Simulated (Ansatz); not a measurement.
## LiNaCl: a changed input and its effect

System: LiNaCl, charge +1.
Method of run A: RKS wB97X-V/def2-TZVPD (Ansatz 0.2.0).

Text and figures count atoms from 1; the logs count them from 0 in places.

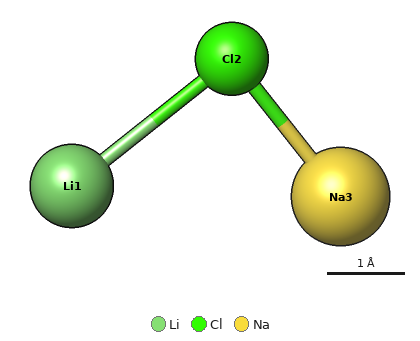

**Figure 1.** The input geometry (ball-and-stick view, seen at an oblique angle; atoms are numbered from 1 in the order of the input). Sticks mark near contacts.

Input file, run A:
```yaml
crystal:
  periodic: [false, false, false]
  atoms:
    - { symbol: Li, position_ang: [-2.664, 0.0, 0.0] }
    - { symbol: Cl, position_ang: [0.0, 0.0, 0.0] }
    - { symbol: Na, position_ang: [0.0, 2.341, 0.0] }
total_charge: 1
basis:
  gaussian: { orbitals: def2-TZVPD }
hamiltonian:
  xc: { name: wB97X-V }
output:
  forces: true
```

Command:
```bash
ansatz run input.yaml --threads 1 --pin off --max-ram 2048MiB --backend cpu --events-out ev --progress --plain --runs-dir out
```

Hardware: 1 thread of Intel Xeon (Sapphire Rapids), 64 GiB of memory available, shared host.

Output (run A):
```
Engine: ansatz 0.2.0, x86_64-unknown-linux-gnu
Functional definition: wB97X-V
  parameter omega = 0.3/bohr
  parameter cx = 0.167
  parameter cx1 = 0.603
  parameter cx2 = 1.194
  parameter css0 = 0.556
  parameter css1 = -0.257
  parameter cos0 = 1.219
  parameter cos1 = -1.850
  parameter b = 6.0
  parameter c = 0.01
  exchange = spin_sum(e_x_unif_sr(omega)*poly(b97_u_x, 1 - cx, cx1, cx2)) + cx*exact_x_sr(omega) + exact_x_lr(omega)
  correlation = spin_sum(e_c_pw_same_spin*poly(b97_u_same, css0, css1))
      + integral(e_c_pw_opposite_spin*poly(b97_u_opposite, cos0, cos1)) + vv10(b, c)
772 factors; their error is unknown
284 factors; integrals over basis functions are off by at most 3.9e-5 eV
mean field evaluation 1: about -17132.8437 eV, gradient 4.6e1 eV
mean field evaluation 2: about -17135.7845 eV, gradient 3.7e1 eV
mean field evaluation 4: about -17138.0278 eV, gradient 3.3e-1 eV
mean field evaluation 8: about -17138.0627 eV, gradient 3.7e-2 eV
mean field evaluation 16: about -17138.0627 eV, gradient 2.6e-5 eV
mean field -17138.06268547 eV, -629.8121870949 hartree, gradient 2.6e-5 eV, S^2 0.000000; 0 other end points of the search recorded, 0 dependent functions left out
the calculation of the forces begins
reference -17138.06268289 eV, -629.8121870002 hartree; 15, 15 occupied and 83, 83 virtual orbitals, 772 factors
Total energy: -17138.06268289 eV, -629.8121870002 hartree
Atom 0 at    -2.664000     0.000000     0.000000 Å, force     1.044028    -0.435815     0.000000 eV/Å
Atom 1 at     0.000000     0.000000     0.000000 Å, force    -1.539975    -0.425544    -0.000000 eV/Å
Atom 2 at     0.000000     2.341000     0.000000 Å, force     0.495947     0.861359     0.000000 eV/Å
Dipole moment:    -1.908431     1.071623    -0.000000 e Å
```

For run B the input was changed thus:
```diff
-    - { symbol: Li, position_ang: [-2.664, 0.0, 0.0] }
+    - { symbol: Li, position_ang: [-2.174, 0.0, 0.0] }
-    - { symbol: Na, position_ang: [0.0, 2.341, 0.0] }
+    - { symbol: Na, position_ang: [0.0, 2.478, 0.0] }
```

Predict how the results change.

On the same kind of shared host run B took about 130 times as long.

Output (run B):
```
Engine: ansatz 0.2.0, x86_64-unknown-linux-gnu
Functional definition: wB97X-V
  parameter omega = 0.3/bohr
  parameter cx = 0.167
  parameter cx1 = 0.603
  parameter cx2 = 1.194
  parameter css0 = 0.556
  parameter css1 = -0.257
  parameter cos0 = 1.219
  parameter cos1 = -1.850
  parameter b = 6.0
  parameter c = 0.01
  exchange = spin_sum(e_x_unif_sr(omega)*poly(b97_u_x, 1 - cx, cx1, cx2)) + cx*exact_x_sr(omega) + exact_x_lr(omega)
  correlation = spin_sum(e_c_pw_same_spin*poly(b97_u_same, css0, css1))
      + integral(e_c_pw_opposite_spin*poly(b97_u_opposite, cos0, cos1)) + vv10(b, c)
772 factors; their error is unknown
284 factors; integrals over basis functions are off by at most 3.3e-5 eV
mean field evaluation 1: about -17133.6072 eV, gradient 4.5e1 eV
mean field evaluation 2: about -17136.6312 eV, gradient 3.5e1 eV
mean field evaluation 4: about -17138.4979 eV, gradient 3.0e-1 eV
mean field evaluation 8: about -17138.4991 eV, gradient 1.3e-2 eV
mean field evaluation 16: about -17138.5319 eV, gradient 6.7e-5 eV
mean field -17138.53189176 eV, -629.8294301081 hartree, gradient 6.7e-5 eV, S^2 0.000000; 0 other end points of the search recorded, 0 dependent functions left out
the calculation of the forces begins
reference -17138.53188926 eV, -629.8294300160 hartree; 15, 15 occupied and 83, 83 virtual orbitals, 772 factors
Total energy: -17138.53188926 eV, -629.8294300160 hartree
Atom 0 at    -2.174000     0.000000     0.000000 Å, force     0.213761    -0.559253     0.000000 eV/Å
Atom 1 at     0.000000     0.000000     0.000000 Å, force    -0.704404     0.312283    -0.000000 eV/Å
Atom 2 at     0.000000     2.478000     0.000000 Å, force     0.490643     0.246971    -0.000000 eV/Å
Dipole moment:    -1.448294     1.174594    -0.000000 e Å
```

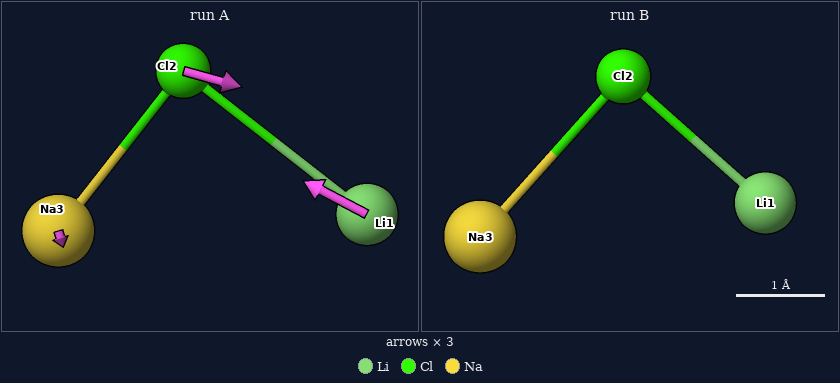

**Figure 2.** The two input geometries at one scale (ball-and-stick view, seen on its broad side). The pink arrows on the first give the shifts of the atoms after the best rigid fit, magnified 3 times. The largest move after the best rigid fit is that of Li1, 0.28 Å. By element the largest moves are Li 0.28 Å, Cl 0.24 Å, Na 0.07 Å. Among the contacts that change: Li1–Cl2 2.664 → 2.174 Å, Cl2–Na3 2.341 → 2.478 Å.

The two runs side by side:

| quantity | run A | run B |
| --- | --- | --- |
| outcome | converged | converged |
| total energy (hartree) | −629.812187 | – |
| largest force (eV/Å) | 1.598 | – |
| basis functions | 98 | – |
| wall time (shared host) | 5.1 s | 11 min |
